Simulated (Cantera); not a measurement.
Feed: 1 mol MgO, 0.1 mol HI, at 10.0 Torr.

Cantera equilibrium calculation (NASA polynomials, part measured and part estimated; ideal gas, pure solids and liquids). Candidate condensed phases: H2O, I2, Mg, MgI2, MgO, Mg(OH)2; 20 gas species. Equilibrium is a limit: real reactors are often held back by kinetics, nucleation or transport.

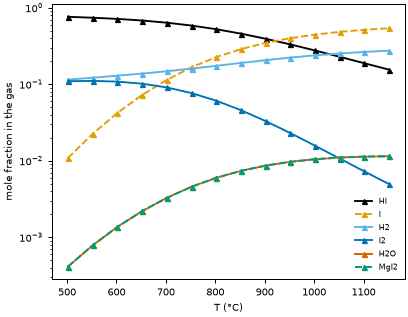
Figure: Equilibrium gas composition (values under 1e-9 drawn at 1e-9)

From 502 °C to 1152 °C the condensed part is MgO(s). The main Mg-bearing gas is MgI2 throughout.
